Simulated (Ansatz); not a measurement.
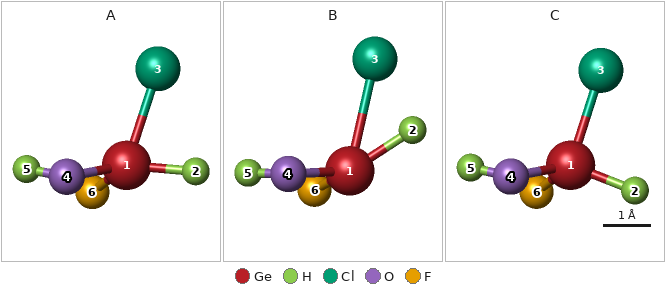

3 geometries from a converged minimum-energy path of GeH$_{2}$OClF, shuffled. The picture is a ball-and-stick view, seen at a tilt.

All numbers below come from RKS PBE-D4/def2-SVP (Ansatz 0.2.0). Run with 9 movable images; climbing image; force threshold 0.03 eV/Å; iteration limit 60; starting path through a guess of the saddle point.

Question: Which frame is the transition state?

Answer: B. In order along the path, whose images run from 0 to 10: C (image 2, +17.6 kJ/mol), A (image 3, +65.8 kJ/mol), B (image 5, +182.9 kJ/mol). Breaking: Ge1–Cl3 (2.16 → 2.50 at the top → 3.18 Å), Ge1–H2 (1.53 → 1.62 at the top → 3.37 Å). Forming: H2–Cl3 (3.11 → 1.79 at the top → 1.30 Å).

Cost: 2.3 min on 2 threads of Arm Neoverse V1, on a shared host, peak memory 0.13 GiB.
